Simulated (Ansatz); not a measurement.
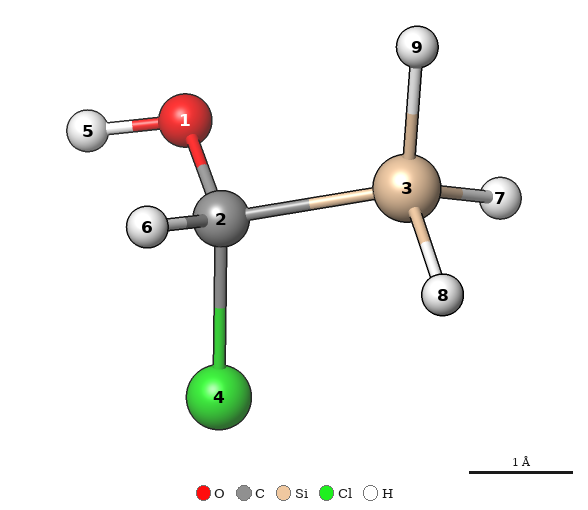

The atoms are numbered. Computed geometry: PBE-D4/def2-SVP optimisation. No frequency run is at hand to confirm it as a minimum.

Describe the coordination of atom 2.

Answer. C2 has 4 neighbours (O1 at 1.38, Si3 at 1.92, Cl4 at 1.87, H6 at 1.11 Å); the arrangement is tetrahedral.

How are the neighbours of atom 3 arranged?

Answer. Si3 has 4 neighbours (C2 at 1.92, H7 at 1.50, H8 at 1.50, H9 at 1.51 Å); the arrangement is tetrahedral.

Describe the coordination of atom 1.

Answer. O1 has 2 neighbours (C2 at 1.38, H5 at 0.98 Å); the arrangement is bent.
